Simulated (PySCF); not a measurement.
BeGe (charge +1, doublet)

```xyz
2

Be    0.0000    0.0000   -2.1125
Ge    0.0000    0.0000    0.2575
```

All numbers below come from PySCF 2.14.0, PBE0/pcseg-1, non-relativistic, at a bond length of 2.370 Å.

Question: What can the converged electron density, electron localisation function and spin density tell about the bonding?

Answer: Be–Ge (2.37 Å): ρ is about 0.39 e/Å³ halfway, with its minimum of 0.35 e/Å³ about 0.8 Å from Be; the ELF peaks at about 0.90 between the atoms, as expected for a covalent bond.
The unpaired spin (1 electron) lies mostly on Ge2 (about 0.9) and Be1 (about 0.1), in electrons by Hirshfeld's partition.

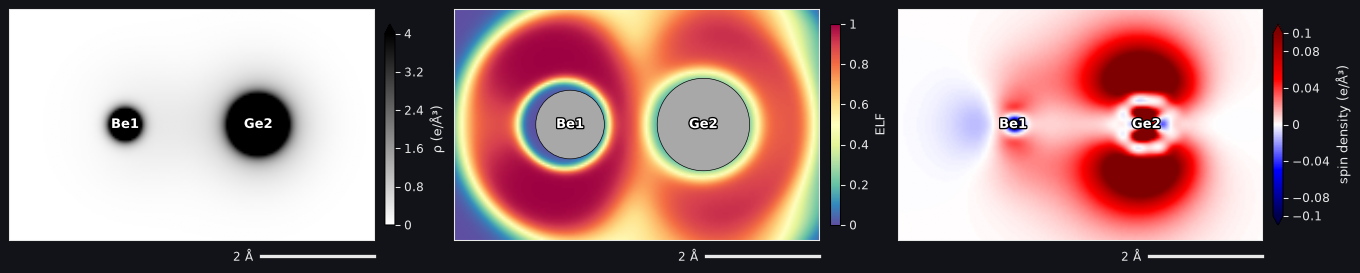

Computed electron density, electron localisation function and spin density on a plane that holds the molecular axis, in this order. Grey discs cover the atomic cores in the ELF map. 
